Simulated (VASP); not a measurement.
Input:

```
ZnS
1.0
    0.00000     2.72199     2.72199
    2.72199     0.00000     2.72199
    2.72199     2.72199     0.00000
Zn S
1 1
Direct
  0.00000   0.00000   0.00000
  0.25000   0.25000   0.25000
```

Level of theory: PW91 GGA, VASP's PBE PAW potentials (set 64) (plane waves; VASP). Settings: 520 eV cut-off, 9×9×9 Γ-centred mesh, tetrahedra with Blöchl corrections, potentials Zn S.

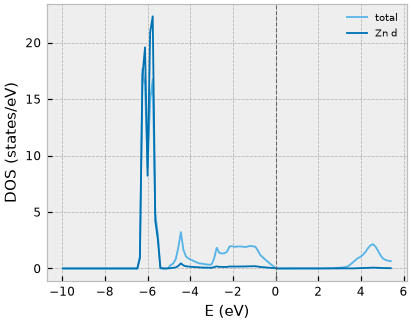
Fig. 1. Total and projected density of states, zero at the valence-band maximum

Within 2 eV below the valence-band maximum the largest weight inside VASP's projection spheres is S p, then Zn d.

The gap is direct, 2.01 eV, from the valence maximum at Γ to the conduction minimum at Γ.

The compound is ZnS in the zinc blende structure. It was relaxed first.
